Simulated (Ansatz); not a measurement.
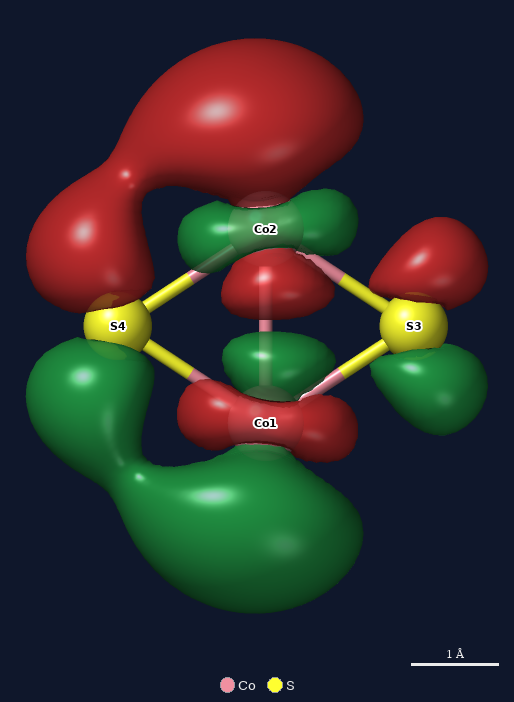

Co2S2. One frontier orbital at ±0.06 Å⁻³ᐟ² (green and red are the two phases), seen across its widest extent.

Geometry: r2SCAN-D4/def2-SVP; not at a stationary point (largest force 1.1 eV/Å).

Theory: Ansatz, RKS PBE0-D4/def2-TZVP.

Question: Which orbital is it: HOMO or LUMO?

Answer: The LUMO, at −3.32 eV. By Hirshfeld shares it lies mainly on Co1 (about 45 %), Co2 (about 45 %), S3 (about 5 %) and S4 (about 5 %); it is ungerade (odd under inversion).
